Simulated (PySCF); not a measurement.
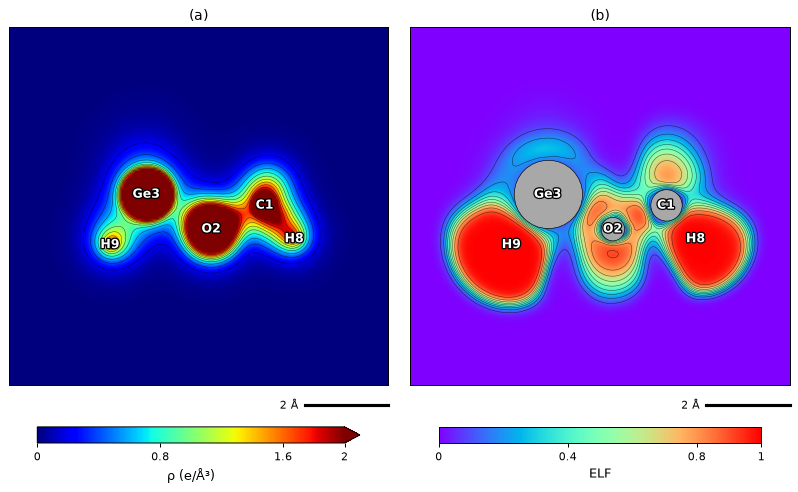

Figure. C2H7ClGeO. (a) electron density; (b) ELF on the plane of atoms C1, O2 and Ge3. Grey discs cover the atomic cores in the ELF map.

Geometry: GFN2-xTB.

Theory: PySCF, wB97X-D/def2-SVPD, SCF density, gas phase.

The calculation's input:

```
{"job": {"kind": "uv", "xc": "wB97X-D", "basis": "def2-SVPD", "nstates": 8, "ntriplets": 3}, "charge": 0, "multiplicity": 1}
C     -1.897515     0.108171    -0.609461
O     -0.935498    -0.901434    -0.395063
Ge     0.527091    -0.807971     0.580796
C      1.802873     0.574388    -0.064387
Cl    -0.055441    -0.325142     2.559948
H     -1.507126     0.897138    -1.257742
H     -2.228099     0.555619     0.331676
H     -2.752335    -0.362336    -1.098020
H      0.931773    -2.256885     0.475827
H      2.005062     0.436871    -1.122208
H      1.373168     1.562263     0.088559
H      2.737244     0.518633     0.484048
```

Command:

```sh
OMP_NUM_THREADS=1 python probes_run.py task.json out
```

Read the bonding off the picture.

Answer. The plane passes through C, O, Ge and H nuclei.
C–O (1.41 Å): ρ at the midpoint is about 2 e/Å³, with its minimum of 1.7 e/Å³ about 0.5 Å from C; the ELF peaks at about 0.90 between the atoms, as expected for a polar covalent bond.
Ge–O (1.76 Å): ρ at the midpoint is about 0.98 e/Å³; the ELF peaks at about 0.85 in the valence shell of O, 0.6 Å from its nucleus, and is about 0.30 at the midpoint.
C–H (1.09 Å): the density is about 2 e/Å³ at the midpoint; the ELF climbs to about 1 towards the hydrogen, as it does in any bond to H: an ordinary covalent bond to hydrogen.
Ge–H (1.51 Å): the density is about 1.1 e/Å³ at the midpoint; the ELF climbs to about 1 towards the hydrogen.
The ELF also peaks beside O2, away from the bonds: lone-pair regions.
